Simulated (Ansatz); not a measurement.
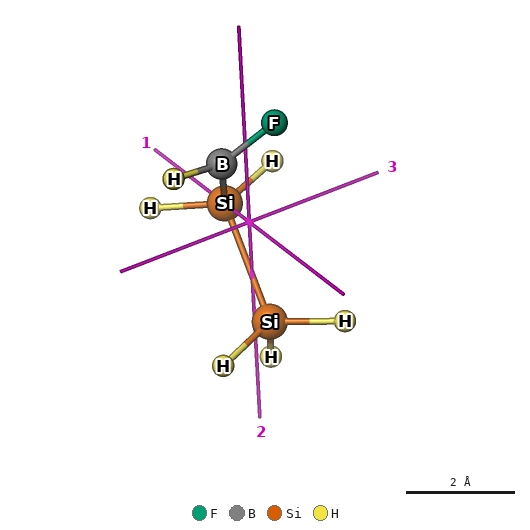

The three principal axes of inertia are drawn and numbered. Distant atoms are faded towards the background colour. Computed geometry: PBE-D4/def2-SVP optimisation. No frequency run is at hand to confirm it as a minimum. Masses are those of the most abundant isotopes; constants are for the rigid equilibrium geometry.

**Which line is the a axis (least moment of inertia), which b and which c?**

a is line 2, b is line 1, c is line 3; the moments are 66.3, 273, 310 u Å².

**Classify the rotor and give the rotational constants (MHz).**

An asymmetric top (C1): A = 7622, B = 1850, C = 1628 MHz. Ray's parameter κ is −0.93, close to the prolate limit.
